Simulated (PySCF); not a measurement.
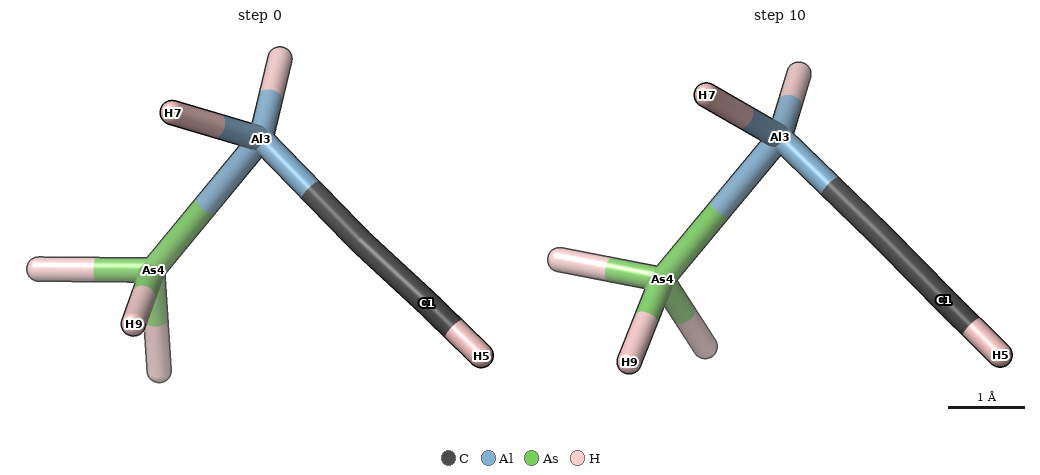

The structure of C$_{2}$H$_{6}$AlAs before (left) and after (right) a relaxation, at one scale.

Style: stick. Shown at a tilt.

The start comes from GFN2-xTB. Its atoms were then displaced at random by about 0.01 Å.

These are results of PBE0-D3(BJ)/def2-SVP geometry optimisation, gas phase (PySCF), not measurements. 

What changed between the two?

Answer. Over 10 geometry steps the energy falls by 42.4 kJ/mol. The largest move after the best rigid fit is that of an H atom, 0.60 Å. By element the largest moves are H 0.60 Å, As 0.36 Å, C 0.08 Å, Al 0.02 Å. Near-neighbour distances that change, for instance: C–H 1.030 → 1.076 Å, Al–As 2.583 → 2.628 Å, Al–H 1.558 → 1.594 Å, Al–C 1.966 → 1.940 Å. Among the angles between lasting bonds that change: Al–As–H 89.0° → 116.6°, Al–As–H 142.3° → 117.4°, H–As–H 89.2° → 98.0°. The run took 37 s on 1 thread of Arm Neoverse V2, with other jobs on the host.
